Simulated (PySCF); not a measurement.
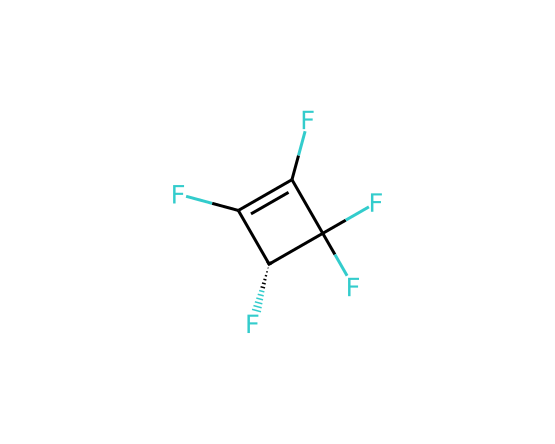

**Write the SMILES.**

FC1=C(F)C(F)(F)[C@@H]1F

**Give the formula, hydrogens included.**

C4HF5.

**An optimisation with PBE0-D3(BJ)/def2-SVP gave a structure of which point group?**

C1.

More results for the same structure follow; atom numbers are the same in all pictures, views and colours differ. Computed geometry: PBE0-D3(BJ)/def2-SVP optimisation. No frequency run is at hand to confirm it as a minimum.

### Dipole moment

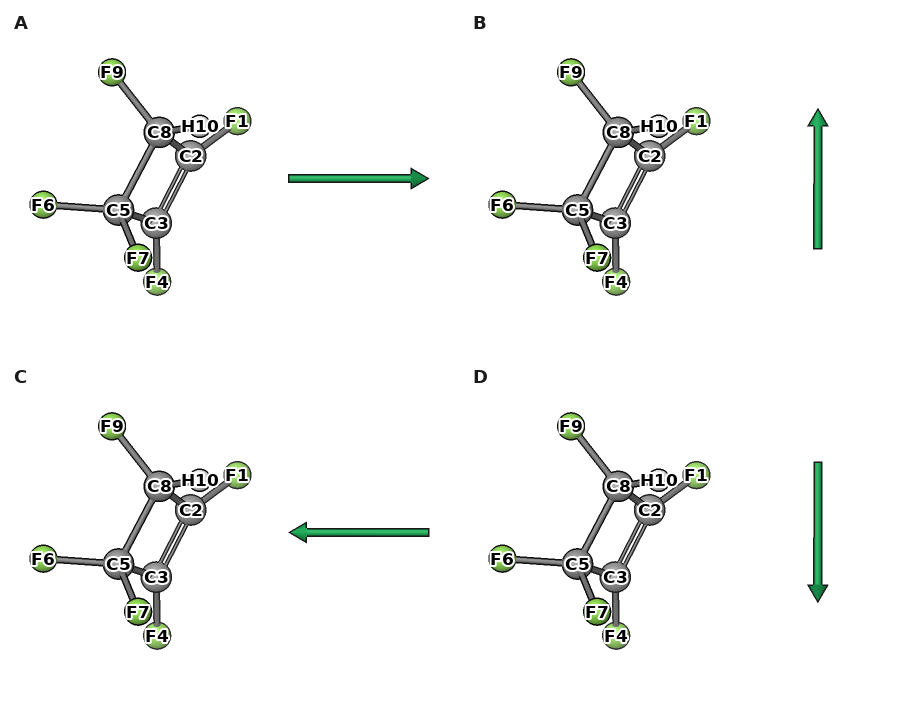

The same molecule four times, each with an arrow. No frequency run is at hand to confirm it as a minimum. Method: BP86/pcSseg-1, gas phase (PySCF 2.14.0).

**Which arrow points along the dipole moment, from the negative to the positive end?**

A. The dipole moment is 1.51 D; it points from the side of F6 to the side of F1 (the outermost atoms at the two ends).

### Excitation

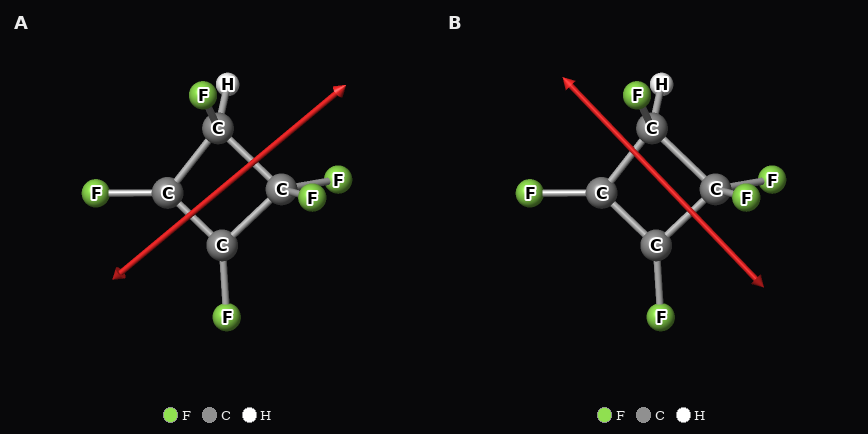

The double arrows show the directions of two transition dipoles from the ground state (lengths mean nothing). No frequency run is at hand to confirm it as a minimum. Level of theory: TDDFT HF/def2-SVPD, vertical, gas phase, core orbitals frozen in the response (PySCF 2.14.0).

**One belongs to singlet state 1 and one to singlet state 8. Which is which?**

A: state 8, 11.18 eV (111 nm), oscillator strength 0.039, of mixed character, with the largest part HOMO−1 → LUMO (weight 0.46).
B: state 1, 8.16 eV (152 nm), oscillator strength 0.32, mainly HOMO → LUMO+3 (weight 0.60).

### Charges

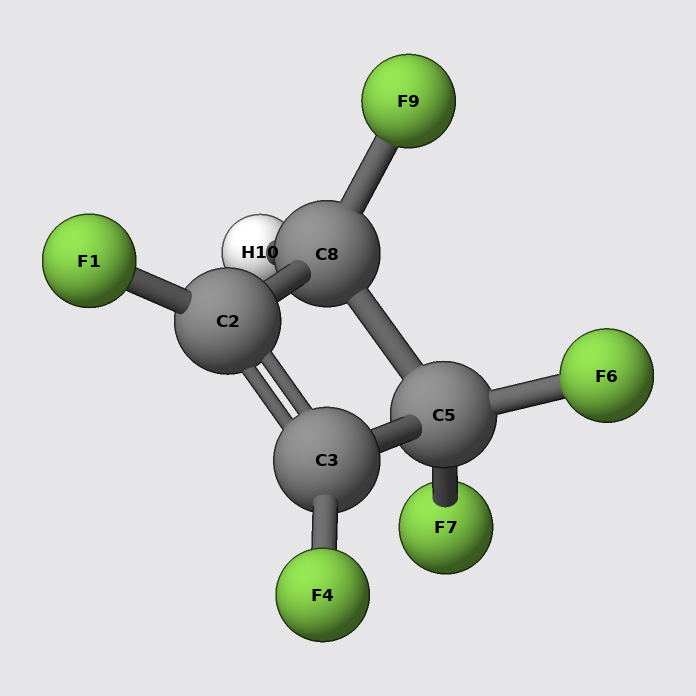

The questions are on ESP-fitted charges. No frequency run is at hand to confirm it as a minimum. Method: PBE0/cc-pVTZ, gas phase (PySCF 2.14.0).

Give the ESP-fitted charges atom by atom.

| atom | value (e) |
| --- | --- |
| F1 | −0.07 |
| C2 | 0.10 |
| C3 | 0.05 |
| F4 | −0.07 |
| C5 | 0.39 |
| F6 | −0.17 |
| F7 | −0.20 |
| C8 | 0.01 |
| F9 | −0.17 |
| H10 | 0.12 |
